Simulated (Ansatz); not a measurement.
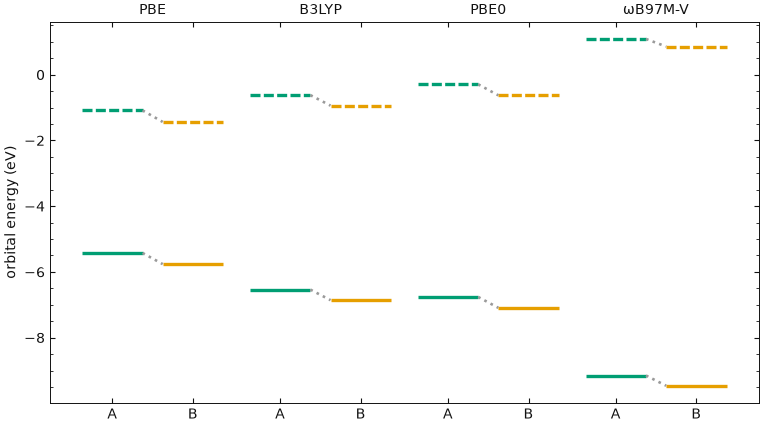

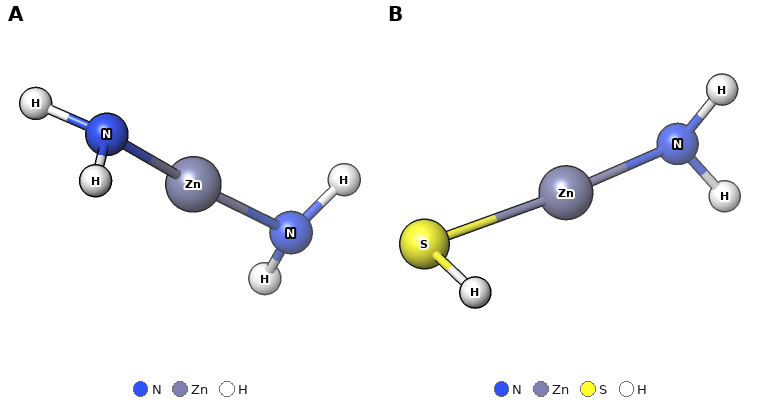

One change: A, ZnN₂H₄ (SMILES [NH2][Zn][NH2]), becomes B, ZnNH₃S (SMILES [NH2][Zn][SH]). NH₂ on Zn is replaced by SH. HOMO (solid) and LUMO (dashed) computed in def2-TZVPP at PBE0-D4/def2-TZVP geometries, both minima by their frequencies, gas phase, the Ansatz code 0.2.0. Empty levels above zero depend strongly on the basis.

What does the change do to HOMO and LUMO?

PBE: the HOMO falls by 0.34 eV, the LUMO falls by 0.35 eV, and the separation goes from 4.34 to 4.33 eV. B3LYP: the HOMO falls by 0.32 eV, the LUMO falls by 0.32 eV, and the separation goes from 5.92 to 5.92 eV. PBE0: the HOMO falls by 0.33 eV, the LUMO falls by 0.34 eV, and the separation goes from 6.47 to 6.46 eV. ωB97M-V: the HOMO falls by 0.31 eV, the LUMO falls by 0.23 eV, and the separation goes from 10.24 to 10.32 eV.

Do the functionals agree on the effect?

They agree on the direction for both levels; the HOMO shift lies between −0.34 and −0.31 eV and the LUMO shift between −0.35 and −0.23 eV, while the separations themselves differ by up to 6.0 eV between functionals.
